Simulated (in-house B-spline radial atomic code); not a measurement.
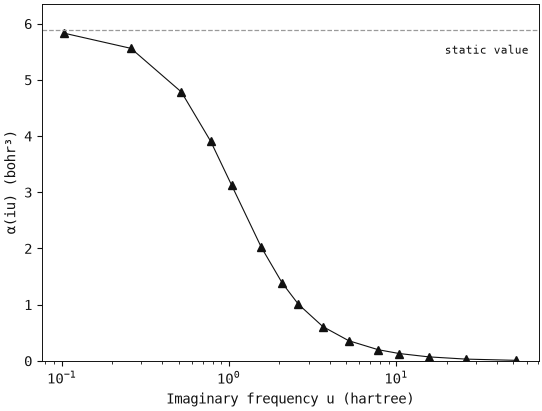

Dipole polarisability at imaginary frequency of Sr III (Sr²⁺), [Ar] 3d¹⁰ 4s² 4p⁶. Relativistic RPA on Dirac–Hartree–Fock, no-pair Dirac–Coulomb, finite nucleus, computed with a B-spline radial code. Speed of light scaled by 100.

Question: Describe the response.

Answer: The static dipole polarisability is 5.88 bohr³; α(iu) falls to half of it near u = 1.1 hartree. The Casimir–Polder integral gives C₆ = 29.3 hartree bohr⁶ for two such species.
